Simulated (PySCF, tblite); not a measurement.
**C₈H₁₃ClSi: geometry, infrared bands and NMR shifts, part 1 of 2**

What infrared bands and NMR shifts should C₈H₁₃ClSi (`C=C=C(CC=C)[Si@@H](Cl)CC`) show?

Programs: tblite 0.8.0 and PySCF 2.14.0, with density-fitted response routines of our own. Each step states its level of theory. These are calculated values for one molecule in the gas phase, unless marked as measured. Atoms are numbered from 0 throughout.

## 1. Starting geometry

23 atoms, charge 0, multiplicity 1; geometry from: force field or distance geometry start.

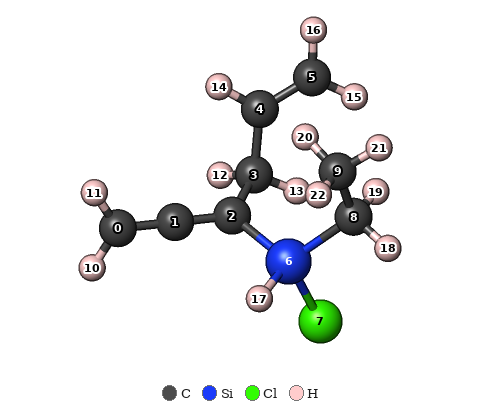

As it starts; carbon dark grey, silicon blue, chlorine green, hydrogen pink, atoms numbered.

## 2. Geometry optimisation with GFN2-xTB

The job: settings as JSON, then the geometry in Å.

```
{"job": {"kind": "relax", "xc": "GFN2-xTB", "basis": "xTB"}, "charge": 0, "multiplicity": 1}
C     -0.930400    -3.386600    -0.110600
C     -0.642600    -2.151400    -0.414800
C     -0.348500    -0.921200    -0.701600
C     -1.399100     0.137100    -1.009600
C     -1.952300     0.740900     0.264500
C     -1.883100     2.044400     0.559000
Si     1.423400    -0.466900    -0.823600
Cl     1.699500    -0.075700    -2.811900
C      1.900400     1.034100     0.171400
C      1.806200     0.885600     1.688400
H     -0.846000    -4.171600    -0.851900
H     -1.308100    -3.645700     0.879100
H     -2.236800    -0.330500    -1.537600
H     -1.004300     0.908100    -1.670400
H     -2.460000     0.077100     0.948500
H     -1.399500     2.762900    -0.084300
H     -2.306900     2.426200     1.487700
H      2.312200    -1.616600    -0.481200
H      2.923800     1.316800    -0.082600
H      1.270700     1.882200    -0.128400
H      0.789000     0.654800     2.013900
H      2.107900     1.822800     2.173800
H      2.479700     0.100200     2.056500
```

Run with:

```bash
$ OMP_NUM_THREADS=1 python probes_run.py task.json out
```

One launch serves the whole session: the jobs run in the order shown.

The log of the run:

```text
step      E/eV     max force
  0    -815.50574    1.571
  1    -815.56969    1.172
  2    -815.59375    1.021
  3    -815.60634    0.524
  4    -815.61982    0.448
  5    -815.63402    0.285
  6    -815.64255    0.185
  7    -815.64736    0.214
  8    -815.65411    0.284
  9    -815.66058    0.223
 10    -815.66607    0.173
 11    -815.66968    0.122
 12    -815.67254    0.129
 13    -815.67511    0.137
 14    -815.67734    0.125
 15    -815.67900    0.106
 16    -815.68030    0.077
 17    -815.68146    0.098
 18    -815.68245    0.074
 19    -815.68316    0.045
 20    -815.68366    0.043
 21    -815.68410    0.064
 22    -815.68454    0.062
 23    -815.68494    0.039
 24    -815.68526    0.033
 25    -815.68553    0.040
 26    -815.68585    0.052
 27    -815.68629    0.048
 28    -815.68686    0.051
 29    -815.68748    0.054
 30    -815.68805    0.057
 31    -815.68855    0.054
 32    -815.68908    0.051
 33    -815.68965    0.051
 34    -815.69017    0.059
 35    -815.69056    0.053
 36    -815.69088    0.036
 37    -815.69120    0.046
 38    -815.69157    0.052
 39    -815.69194    0.045
 40    -815.69232    0.039
 41    -815.69270    0.048
 42    -815.69304    0.036
 43    -815.69331    0.029
 44    -815.69355    0.030
 45    -815.69380    0.039
 46    -815.69411    0.045
 47    -815.69441    0.035
 48    -815.69463    0.029
 49    -815.69482    0.034
 50    -815.69504    0.042
 51    -815.69531    0.038
 52    -815.69559    0.034
 53    -815.69582    0.027
 54    -815.69601    0.029
 55    -815.69619    0.036
 56    -815.69635    0.025
 57    -815.69644    0.018
 58    -815.69650    0.015
 59    -815.69657    0.023
 60    -815.69667    0.030
 61    -815.69682    0.037
 62    -815.69698    0.030
 63    -815.69712    0.028
 64    -815.69725    0.026
 65    -815.69740    0.033
 66    -815.69756    0.037
 67    -815.69771    0.026
 68    -815.69785    0.027
 69    -815.69800    0.034
 70    -815.69820    0.048
 71    -815.69844    0.052
 72    -815.69864    0.035
 73    -815.69880    0.024
 74    -815.69892    0.020
 75    -815.69903    0.028
 76    -815.69913    0.024
 77    -815.69921    0.020
 78    -815.69928    0.017
 79    -815.69936    0.023
 80    -815.69946    0.031
 81    -815.69960    0.032
 82    -815.69975    0.027
 83    -815.69988    0.024
 84    -815.69997    0.020
 85    -815.70004    0.018
 86    -815.70011    0.018
 87    -815.70018    0.021
 88    -815.70027    0.022
 89    -815.70038    0.027
 90    -815.70054    0.031
 91    -815.70073    0.033
 92    -815.70093    0.034
 93    -815.70107    0.025
 94    -815.70117    0.021
 95    -815.70126    0.024
 96    -815.70135    0.022
 97    -815.70143    0.018
 98    -815.70150    0.020
 99    -815.70158    0.024
100    -815.70172    0.038
101    -815.70189    0.041
102    -815.70207    0.031
103    -815.70222    0.024
104    -815.70235    0.026
105    -815.70252    0.036
106    -815.70270    0.032
107    -815.70286    0.026
108    -815.70301    0.055
109    -815.70318    0.059
110    -815.70339    0.046
111    -815.70377    0.043
112    -815.70400    0.052
113    -815.70432    0.051
114    -815.70480    0.058
115    -815.70542    0.054
116    -815.70580    0.058
117    -815.70619    0.045
118    -815.70673    0.050
119    -815.70707    0.039
120    -815.70737    0.032
121    -815.70753    0.031
122    -815.70770    0.030
123    -815.70788    0.035
124    -815.70810    0.039
125    -815.70831    0.045
126    -815.70855    0.039
127    -815.70878    0.036
128    -815.70896    0.034
129    -815.70910    0.026
130    -815.70921    0.025
131    -815.70933    0.024
132    -815.70948    0.026
133    -815.70967    0.026
134    -815.70987    0.030
135    -815.71009    0.032
136    -815.71034    0.034
137    -815.71061    0.040
138    -815.71077    0.055
139    -815.71111    0.038
140    -815.71138    0.028
141    -815.71176    0.040
142    -815.71210    0.037
143    -815.71246    0.041
144    -815.71274    0.044
145    -815.71292    0.041
146    -815.71305    0.028
147    -815.71319    0.023
148    -815.71334    0.035
149    -815.71349    0.048
150    -815.71371    0.049
151    -815.71399    0.036
152    -815.71423    0.028
153    -815.71439    0.030
154    -815.71451    0.027
155    -815.71466    0.019
156    -815.71480    0.014
157    -815.71487    0.017
158    -815.71494    0.019
159    -815.71504    0.022
160    -815.71517    0.025
161    -815.71532    0.026
162    -815.71545    0.025
163    -815.71557    0.028
164    -815.71572    0.031
165    -815.71591    0.030
166    -815.71617    0.037
167    -815.71646    0.036
168    -815.71671    0.029
169    -815.71682    0.044
170    -815.71696    0.026
171    -815.71705    0.018
172    -815.71717    0.018
173    -815.71727    0.023
174    -815.71739    0.021
175    -815.71748    0.022
176    -815.71757    0.024
177    -815.71765    0.019
178    -815.71772    0.018
179    -815.71778    0.015
180    -815.71784    0.019
181    -815.71789    0.017
182    -815.71797    0.023
183    -815.71807    0.030
184    -815.71822    0.039
185    -815.71845    0.042
186    -815.71874    0.037
187    -815.71902    0.034
188    -815.71928    0.038
189    -815.71951    0.040
190    -815.71977    0.033
191    -815.72000    0.034
192    -815.72024    0.027
193    -815.72041    0.025
194    -815.72056    0.020
195    -815.72067    0.023
196    -815.72078    0.027
197    -815.72086    0.022
198    -815.72092    0.017
199    -815.72097    0.015
200    -815.72102    0.011
201    -815.72107    0.014
202    -815.72110    0.010
203    -815.72114    0.009
```

Wall time 4.8 s (1 thread of Intel Xeon Platinum 8259CL at 2.50GHz, shared host); peak memory 0.19 GiB.

The steps of the relaxation: (not every step is listed)

| step | energy from step 0 (eV) | largest force (eV/Å) |
| --- | --- | --- |
| 0 | 0.0000 | 1.5713 |
| 1 | -0.0640 | 1.1725 |
| 2 | -0.0880 | 1.0213 |
| 3 | -0.1006 | 0.5245 |
| 4 | -0.1141 | 0.4484 |
| 5 | -0.1283 | 0.2848 |
| 6 | -0.1368 | 0.1848 |
| 7 | -0.1416 | 0.2142 |
| 8 | -0.1484 | 0.2839 |
| 27 | -0.1806 | 0.0480 |
| 46 | -0.1884 | 0.0445 |
| 65 | -0.1917 | 0.0333 |
| 84 | -0.1942 | 0.0202 |
| 103 | -0.1965 | 0.0242 |
| 122 | -0.2020 | 0.0302 |
| 141 | -0.2060 | 0.0398 |
| 160 | -0.2094 | 0.0255 |
| 179 | -0.2120 | 0.0153 |
| 198 | -0.2152 | 0.0167 |
| 199 | -0.2152 | 0.0153 |
| 200 | -0.2153 | 0.0108 |
| 201 | -0.2153 | 0.0136 |
| 202 | -0.2154 | 0.0102 |
| 203 | -0.2154 | 0.0091 |

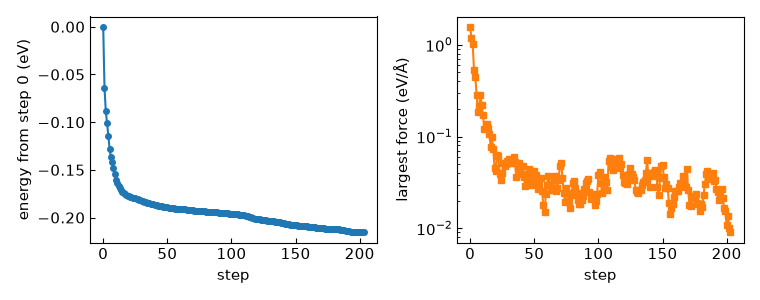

Energy and largest force along the relaxation.

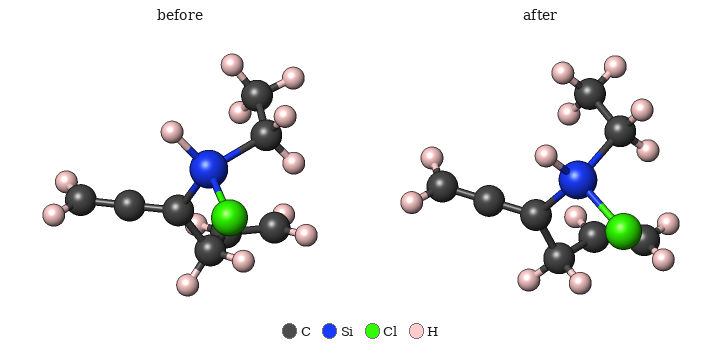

The geometry before (left) and after (right).

Close pairs (by a distance rule), those that changed most:

| bond | before (Å) | after (Å) | change (Å) |
| --- | --- | --- | --- |
| C2–Si6 | 1.833 | 1.895 | +0.062 |
| Si6–C8 | 1.863 | 1.906 | +0.043 |
| Si6–H17 | 1.493 | 1.465 | -0.028 |
| C4–C5 | 1.338 | 1.320 | -0.018 |
| C3–C4 | 1.515 | 1.497 | -0.017 |
| Si6–Cl7 | 2.045 | 2.032 | -0.013 |
| C5–H16 | 1.090 | 1.077 | -0.013 |
| C0–H11 | 1.091 | 1.078 | -0.012 |

The next job starts from the end point, and lists it.

## 3. Harmonic vibrations with GFN2-xTB

The job: settings as JSON, then the geometry in Å.

```
{"job": {"kind": "ir", "xc": "GFN2-xTB", "basis": "xTB"}, "charge": 0, "multiplicity": 1}
C     -0.648853    -3.298888     0.189392
C     -0.552932    -2.087412    -0.257368
C     -0.433733    -0.877292    -0.717379
C     -1.654829    -0.023366    -1.009207
C     -1.812018     1.006494     0.066087
C     -1.572907     2.293745    -0.101814
Si     1.282560    -0.113732    -0.969237
Cl     1.236486     1.029443    -2.648621
C      1.773460     1.001326     0.496394
C      1.693385     0.278035     1.836701
H     -0.692683    -4.148696    -0.473007
H     -0.692644    -3.513000     1.245355
H     -2.542755    -0.659016    -1.045022
H     -1.527801     0.464813    -1.976893
H     -2.109550     0.622472     1.033966
H     -1.266488     2.692210    -1.055587
H     -1.678708     3.003657     0.701656
H      2.263999    -1.180052    -1.182662
H      2.790006     1.372644     0.352190
H      1.125495     1.879636     0.529898
H      0.680377    -0.071517     2.021527
H      1.981027     0.940893     2.650646
H      2.354353    -0.585412     1.847450
```

The log of the run:

```text
mode    cm-1     km/mol
  1      18.8      0.20
  2      41.3      0.02
  3      46.0      0.18
  4      77.9      0.23
  5      93.5      0.70
  6     112.5      0.14
  7     119.9      4.17
  8     153.3      1.67
  9     186.0      5.34
 10     230.8      1.53
 11     271.1      1.86
 12     281.5      2.15
 13     292.7      5.26
 14     408.9      1.62
 15     436.2      8.46
 16     444.7     13.03
 17     512.8     58.44
 18     567.4      5.19
 19     584.2      1.09
 20     631.7    116.98
 21     641.0    249.66
 22     697.8     49.90
 23     720.9     33.29
 24     750.0    130.14
 25     833.0     39.89
 26     897.2     16.47
 27     904.0      7.37
 28     952.8      0.85
 29     966.7      9.00
 30     985.0     13.74
 31    1022.3     10.42
 32    1024.0      7.97
 33    1040.7     36.00
 34    1078.2     14.17
 35    1124.7     11.80
 36    1191.3      2.40
 37    1237.9      2.72
 38    1260.3      0.61
 39    1277.8      3.10
 40    1290.8      7.86
 41    1296.3      2.51
 42    1411.8      0.70
 43    1419.6      0.43
 44    1427.5      0.42
 45    1466.3      5.05
 46    1472.7      2.26
 47    1509.4      1.40
 48    1509.7      3.42
 49    1712.3     10.06
 50    2060.4    302.13
 51    2231.5    243.13
 52    2965.7     46.60
 53    2966.7     15.56
 54    2979.3     29.89
 55    2983.8     22.83
 56    3021.0     43.62
 57    3032.5     42.42
 58    3039.7     15.99
 59    3049.6     37.42
 60    3072.3     20.25
 61    3078.0     13.46
 62    3095.3     16.52
 63    3120.6     56.53
```

It took 3.5 s on 1 thread of Intel Xeon Platinum 8259CL at 2.50GHz, shared host; peak memory 0.19 GiB.

The strongest bands and the atoms that carry them (share of the mass-weighted mode):

| cm⁻¹ | km/mol | atoms |
| --- | --- | --- |
| 513 | 58.4 | Si6 44 %, Cl7 22 %, C1 21 % |
| 632 | 117.0 | H17 77 % |
| 641 | 249.7 | H17 78 %, Si6 12 % |
| 698 | 49.9 | C4 16 %, C2 14 %, Si6 13 %, C8 12 % |
| 750 | 130.1 | H18 23 %, H19 17 %, C8 15 %, Si6 13 % |
| 2060 | 302.1 | C1 67 %, C2 16 %, C0 16 % |
| 2232 | 243.1 | H17 97 % |
| 3121 | 56.5 | H16 52 %, H15 37 % |

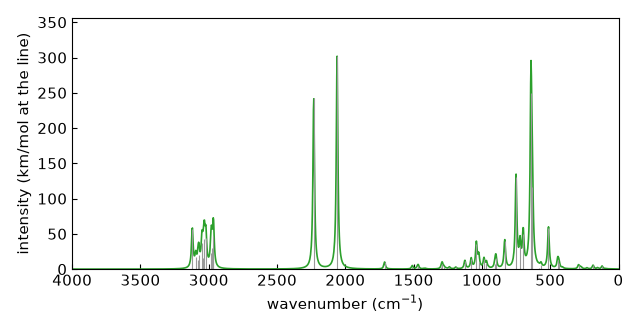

The infrared spectrum from these modes, unscaled. Lines are broadened to a width of 14 cm⁻¹ (Lorentzian).

(Continued in part 2 of 2.)
